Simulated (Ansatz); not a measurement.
**BH₃O (triplet): wave-function methods side by side at distance B1–H4 along a hydrogen transfer = 1.288 Å, cc-pVDZ**

Aim: climb from Hartree-Fock through coupled cluster and multireference methods for BH₃O (triplet) at one geometry and basis, and see what each rung misses.

The runs use Ansatz 0.2.0, Gaussian basis; cc-pVDZ, core rule «outside noble gas», up to 2 orbitals frozen.

The runs, in order: UHF; CCSD(T) on ROHF; CCSD(T) on UHF; BCCD(T) on ROHF; CISD; CCSDT(Q) on ROHF; CCSDT(Q) on UHF; CASSCF and MRCISD+Q, 4 electrons in 4 orbitals; CASSCF and NEVPT2, 4 electrons in 4 orbitals.

17 further runs of the same task are left out: 9 for a known fault of the program, 2 for a mislabelled method, 5 that didn't finish, 1 set aside as unsound or not needed.

## (1) The geometry

The geometry derives from fragments relaxed apart (PBE0/def2-TZVP) and kept rigid, so it is no stationary point. A hydrogen atom is moved between rigid fragments.

5 atoms, charge 0, spin multiplicity 3.

Atoms are counted from 1 here; the program's logs count them from 0.

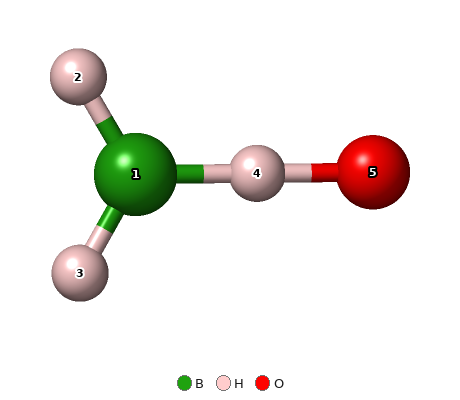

The geometry (boron green, hydrogen pink, oxygen red); atoms are numbered from 1 in the order of the file.

## (2) UHF

File in.yaml:

```yaml
crystal:
  periodic: [false, false, false]
  atoms:
    - {symbol: B, position_ang: [-1.352466, 0.000000, 0.000000]}
    - {symbol: H, position_ang: [-1.949200, 1.033571, 0.000000]}
    - {symbol: H, position_ang: [-1.949200, -1.033571, 0.000000]}
    - {symbol: H, position_ang: [-0.064466, 0.000000, 0.000000]}
    - {symbol: O, position_ang: [1.163534, 0.000000, 0.000000]}
basis:
  gaussian: {orbitals: cc-pVDZ}
magnetization: {spin_polarized: true, initial_magnetization: 2}
hamiltonian: {xc: hf}
output: {orbitals: {seedname: orbitals}}
```

On the command line:

```bash
ansatz run in.yaml --threads 1 --pin off --events-out ev --progress --plain --max-ram 2393MiB
```

After this run come: CCSD(T) on ROHF; CCSD(T) on UHF; BCCD(T) on ROHF; CISD; CCSDT(Q) on ROHF; CCSDT(Q) on UHF; CASSCF and MRCISD+Q, 4 electrons in 4 orbitals; CASSCF and NEVPT2, 4 electrons in 4 orbitals.

Q: Predict the results of all the runs planned. Wanted: UCCSDT(Q) below the RHF energy; RMP2 from UCCSDT(Q); UMP2 from UCCSDT(Q); RCCSD from UCCSDT(Q); RCCSD(T) from UCCSDT(Q); UCCSD(T) from UCCSDT(Q); RCCSDT(Q) from UCCSDT(Q); NEVPT2 pair from UCCSDT(Q); T1 diagnostic.

As calculated:

```
                         quantity                                                   value
   UCCSDT(Q) below the RHF energy                                              -7.5057 eV
              RMP2 from UCCSDT(Q)                                             +1203.2 meV
              UMP2 from UCCSDT(Q)                                             +1226.3 meV
             RCCSD from UCCSDT(Q)                                              +156.6 meV
          RCCSD(T) from UCCSDT(Q)                                               +34.1 meV
          UCCSD(T) from UCCSDT(Q)                                               +32.9 meV
         RCCSDT(Q) from UCCSDT(Q)                                                +1.2 meV
       NEVPT2 pair from UCCSDT(Q)                                             +1133.1 meV
levels within 1 kcal/mol (43 meV)  RCCSD(T), UCCSD(T), BCCD(T), RCCSDT, UCCSDT, RCCSDT(Q)
                    T1 diagnostic                                                   0.030
```

RCCSD(T) misses by +34.1 meV, 0.5 % of the correlation energy. These misses are within one basis, not against nature; the frozen cores of restricted and unrestricted runs differ, which can shift their rows.
